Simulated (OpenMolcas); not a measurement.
## Geometry relaxation, with input and output: BH (part 2 of 2)

BH (borane(1)); PBE50/cc-pVTZ, RKS (OpenMolcas 26.06). 

Geometry of the input (Å):
```
B  0.0000  0.0000  0.0000
H  0.0000  0.0000  1.2324
```

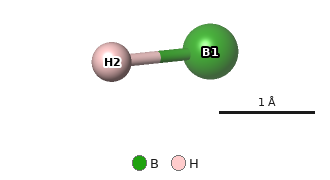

The geometry at step 1 of the log (ball-and-stick view, seen at an oblique angle; atoms are numbered from 1 in the order of the input).

### Output, continued
```
 ******************************************
 * Statistics of the internal coordinates *
 ******************************************
 Translations and Rotations:         0
 Bonds                     :         1
 Angles                    :         0
 Torsions                  :         0
 Out-of-plane angles       :         0

**********************************************************************************************************************
*                                    Energy Statistics for Geometry Optimization                                     *
**********************************************************************************************************************
                       Energy     Grad      Grad              Step                 Estimated   Geom       Hessian
Iter      Energy       Change     Norm      Max    Element    Max     Element     Final Energy Update Update   Index
  1    -25.25666759  0.00000000 0.000378 -0.000267 nrc001  -0.000885  nrc001      -25.25666771 RS-RFO  None      0

       +----------------------------------+----------------------------------+
       +    Cartesian Displacements       +    Gradient in internals         +
       +  Value      Threshold Converged? +  Value      Threshold Converged? +
 +-----+----------------------------------+----------------------------------+
 + RMS + 4.4266E-04  1.2000E-03     Yes   + 3.7756E-04  3.0000E-04     No    +
 +-----+----------------------------------+----------------------------------+
 + Max + 4.4266E-04  1.8000E-03     Yes   + 2.6698E-04  4.5000E-04     Yes   +
 +-----+----------------------------------+----------------------------------+

 Convergence not reached yet!

*****************************************************************************************************************
*****************************************************************************************************************

++ Geometry section

********************************************************************************
  Geometrical information of the new structure
********************************************************************************

 *********************************************************
 * Nuclear coordinates for the next iteration / bohr     *
 *********************************************************
  ATOM              X               Y               Z
  B1               0.000000        0.000000        0.000443
  H2               0.000000        0.000000        2.328456

 *********************************************************
 * Nuclear coordinates for the next iteration / angstrom *
 *********************************************************
  ATOM              X               Y               Z
  B1               0.000000        0.000000        0.000234
  H2               0.000000        0.000000        1.232166

                    ***************************************
                    *    InterNuclear Distances / bohr    *
                    ***************************************

               1 B1            2 H2
    1 B1       0.000000
    2 H2       2.328013        0.000000

                    *******************************************
                    *    InterNuclear Distances / angstrom    *
                    *******************************************

               1 B1            2 H2
    1 B1       0.000000
    2 H2       1.231932        0.000000
--
--- Stop Module: slapaf /rc=_RC_CONTINUE_LOOP_ ---

>>> END DO

--- Start Module: seward ---
--- Stop Module: seward /rc=_RC_ALL_IS_WELL_ ---

--- Start Module: scf ---
--- Stop Module: scf /rc=_RC_ALL_IS_WELL_ ---

--- Start Module: slapaf ---
--- Stop Module: slapaf /rc=_RC_INVOKED_OTHER_MODULE_ ---

--- Start Module: alaska ---
 Rotational correction to the DFT gradient is turned off due to close-to-degeneracy problems!
--- Stop Module: alaska /rc=_RC_ALL_IS_WELL_ ---

--- Start Module: slapaf ---

**********************************************************************************************************************
*                                    Energy Statistics for Geometry Optimization                                     *
**********************************************************************************************************************
                       Energy     Grad      Grad              Step                 Estimated   Geom       Hessian
Iter      Energy       Change     Norm      Max    Element    Max     Element     Final Energy Update Update   Index
  1    -25.25666759  0.00000000 0.000378 -0.000267 nrc001  -0.000885  nrc001      -25.25666771 RS-RFO  None      0
  2    -25.25666775 -0.00000016 0.000126 -0.000089 nrc001  -0.000440  nrc001      -25.25666777 RS-RFO  BFGS      0

       +----------------------------------+----------------------------------+
       +    Cartesian Displacements       +    Gradient in internals         +
       +  Value      Threshold Converged? +  Value      Threshold Converged? +
 +-----+----------------------------------+----------------------------------+
 + RMS + 2.1988E-04  1.2000E-03     Yes   + 1.2614E-04  3.0000E-04     Yes   +
 +-----+----------------------------------+----------------------------------+
 + Max + 2.1988E-04  1.8000E-03     Yes   + 8.9191E-05  4.5000E-04     Yes   +
 +-----+----------------------------------+----------------------------------+

 Geometry is converged in   2 iterations to a Minimum Structure

*****************************************************************************************************************
*****************************************************************************************************************

++ Geometry section

********************************************************************************
  Geometrical information of the final structure
********************************************************************************

  NOTE: on convergence the final predicted structure will be printed here.
  This is not identical to the structure printed in the head of the output.

 *********************************************************
 * Nuclear coordinates of the final structure / bohr     *
 *********************************************************
  ATOM              X               Y               Z
  B1               0.000000        0.000000        0.000663
  H2               0.000000        0.000000        2.328236

 *********************************************************
 * Nuclear coordinates of the final structure / angstrom *
 *********************************************************
  ATOM              X               Y               Z
  B1               0.000000        0.000000        0.000351
  H2               0.000000        0.000000        1.232049

                    ***************************************
                    *    InterNuclear Distances / bohr    *
                    ***************************************

               1 B1            2 H2
    1 B1       0.000000
    2 H2       2.327573        0.000000

                    *******************************************
                    *    InterNuclear Distances / angstrom    *
                    *******************************************

               1 B1            2 H2
    1 B1       0.000000
    2 H2       1.231699        0.000000
--
--- Stop Module: slapaf /rc=_RC_INVOKED_OTHER_MODULE_ ---

--- Start Module: last_energy ---

                                            &LAST_ENERGY

                       available to each process: 1.9 GB of memory, 1 thread

    Geometry read from RUNFILE

               SEWARD will generate:
                  Multipole Moment integrals up to order  2
                  Kinetic Energy integrals
                  Nuclear Attraction integrals (point charge)
                  One-Electron Hamiltonian integrals
                  Velocity integrals
                  Orbital angular momentum around (  0.0000   0.0000   0.1953 )
                  Velocity quadrupole around (  0.0000   0.0000   0.1959 )
                  Two-Electron Repulsion integrals

                   Integrals are discarded if absolute value <: 1.00E-14
                   Integral cutoff threshold is set to       <: 1.00E-16

            Nuclear Potential Energy              2.14815998 au

      Basis set specifications :
      Symmetry species         a
      Basis functions           44

 ###############################################################################
 ###     Minimized-density-differences option turned off!                    ###
 ###############################################################################
++    Input section:
      --------------

      Header of the integral files:

      Cartesian coordinates in angstrom:
      -----------------------------------------------------
      No.  Label        X            Y            Z
      -----------------------------------------------------
       1   B1         0.00000000   0.00000000   0.00035060
       2   H2         0.00000000   0.00000000   1.23204940
      -----------------------------------------------------
      Nuclear repulsion energy =    2.14815998
--

++    Orbital specifications:
      -----------------------

      Symmetry species               1
                                     a
      Frozen orbitals                0
      Occupied orbitals              3
      Secondary orbitals            41
      Deleted orbitals               0
      Total number of orbitals      44
      Number of basis functions     44
--

      Molecular charge                           0.000

      Numerical integration parameters
      --------------------------------
      Radial quadrature type:                         MHL
      Size of radial grid:                            75
      Lebedev angular grid:                           29
      Angular grid pruned with the crowding factor:  3.00E+00
                                 and fading factor:  6.00E+00
      Screening threshold for integral computation:   1.00E-11
      Radial quadrature accuracy:                     1.00E-25
      Maximum batch size:                             128
      AO values are stored on disk
      The same grid will be used for all iterations.

      DFT functional specifications
      -----------------------------
      Using Libxc version: 6.2.2
      Please cite the following reference:
      S. Lehtola, C. Steigemann, M. J.T. Oliveira, and M. A.L. Marques.,  SoftwareX 7, 1–5 (2018) doi:10.1016/j.softx.2017.11.002

      * PBE50

++    Optimization specifications:
      ----------------------------

      SCF Algorithm: Conventional
      D(i)-D(i-1) density differences are used
      Number of density matrices in core                 5
      Maximum number of NDDO SCF iterations            400
      Maximum number of HF SCF iterations              400
      Threshold for SCF energy change             1.00E-09
      Threshold for density matrix                1.00E-04
      Threshold for Fock matrix                   1.50E-04
      Threshold for linear dependence             1.00E-09
      Threshold at which DIIS is turned on        1.50E-01
      Maximum depth in the DIIS procedure                5
      Maximum depth in the BFGS Hessian update          30
      Threshold at which QNR/C2DIIS is turned on  7.50E-02
      Threshold for Norm(delta) (QNR/C2DIIS)      1.00E-03
      All orbitals punched on: SCFORB
--

      Detected old SCF orbitals

++ Convergence information
                                   [...]      iterations: Energy and convergence statistics

Iter     Tot. [...]      One-elec.       Two-elec.     Energy      Max Dij or  Max Fij      DNorm      TNorm      AccCon     Time
         Energy          Energy          Energy        Change      Delta Norm                                                in Sec.
   1   -25.256667763   -39.429143767    12.024316028   0.00E+00    6.38E-05    3.34E-05     4.28E+00   2.25E+01   None         0.
   2   -25.256667770   -39.429256073    12.024428327  -6.89E-09*   1.57E-05    4.44E-06     1.16E-03   2.25E+01   EDIIS        0.
   3   -25.256667771   -39.429231720    12.024403974  -2.51E-10    3.19E-06    1.18E-06     1.50E-04   2.25E+01   c2DIIS       0.

       Convergence after   3 Iterations
--

 *****************************************************************************************************************************
 *                                             SCF/KS-DFT Program, Final results                                             *
 *                                                       Final Results                                                       *
 *****************************************************************************************************************************

::    Total KS-DFT energy                             -25.2566677706
      One-electron energy                             -39.4292317203
      Two-electron energy                              12.0244039740
      Nuclear repulsion energy                          2.1481599757
      Kinetic energy (interpolated)                    25.0959232314
      Virial theorem                                    1.0064052052
      Total spin, S(S+1)                                0.0000000000
      Total spin, S                                     0.0000000000
      Max non-diagonal density matrix element           0.0000031942
      Max non-diagonal Fock matrix element              0.0000011820

      No orbitals printed

++    Molecular charges:
      ------------------

      Mulliken charges per centre
      ---------------------------

                B1      H2
      Total    5.0055  0.9945

      N-E     -0.0055  0.0055

      Total electronic charge=    6.000000

      Total            charge=   -0.000000
--

++    Molecular properties:
      ---------------------

      Charge (e):
                      =   -0.0000
      Dipole Moment (debye):
      Origin of the operator (angstrom)=    0.0000    0.0000    0.1036
                   X= -5.8943E-17               Y= -7.5141E-16               Z=  1.6194E+00           Total=  1.6194E+00
      Quadrupole Moment (debye*angstrom):
      Origin of the operator (angstrom)=    0.0000    0.0000    0.1036
                  XX= -6.6218E+00              XY= -7.6282E-16              XZ=  3.7342E-16              YY= -6.6218E+00
                  YZ= -5.5833E-16              ZZ= -1.0031E+01
      In traceless form (debye*angstrom)
                  XX=  1.7047E+00              XY= -1.1442E-15              XZ=  5.6013E-16              YY=  1.7047E+00
                  YZ= -8.3750E-16              ZZ= -3.4095E+00
--

--- Stop Module: last_energy /rc=_RC_ALL_IS_WELL_ ---
--- Module last_energy spent 1 second ---

>>> END DO

.##################.
.# Happy landing! #.
.##################.

    Timing: Wall=6.00 User=4.60 System=1.37
```

### Trajectory as extended XYZ (Å, eV, eV/Å), 2 frames, from step=0 to step=1
```
2
Properties=species:S:1:pos:R:3:forces:R:3 step=0 energy=-687.26894
B     0.0000    0.0000    0.0000    0.0000   0.0000   0.0137
H     0.0000    0.0000    1.2324    0.0000   0.0000  -0.0137
2
Properties=species:S:1:pos:R:3:forces:R:3 step=1 energy=-687.26894
B     0.0000    0.0000    0.0002    0.0000   0.0000   0.0046
H     0.0000    0.0000    1.2322    0.0000   0.0000  -0.0046
```

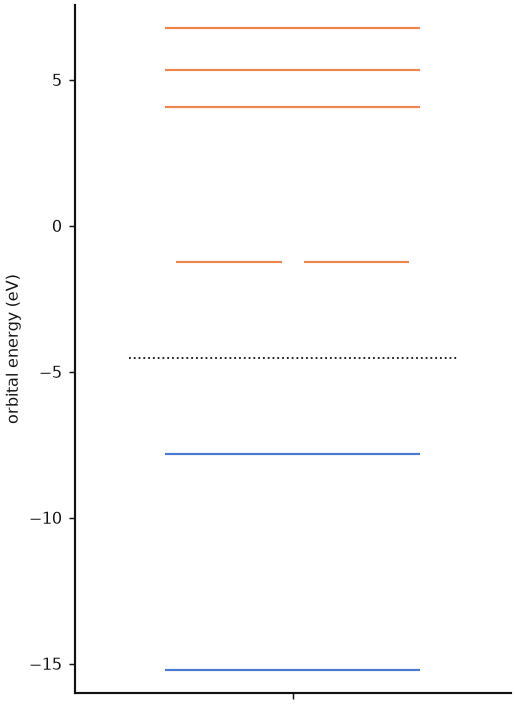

Orbital energies near the frontier; the dotted line parts filled from empty levels, and levels within 0.02 eV of each other stand side by side. Highest filled −7.83 eV, lowest empty −1.23 eV, 6.60 eV apart.

### Key numbers

| quantity | value |
| --- | --- |
| outcome | converged |
| total energy | −25.256668 hartree |
| basis functions | 44 |
| HOMO | −7.83 eV |
| LUMO | −1.23 eV |
| dipole moment | 1.62 debye |
| wall time | 6.3 s |
| peak memory | 0.38 GiB |
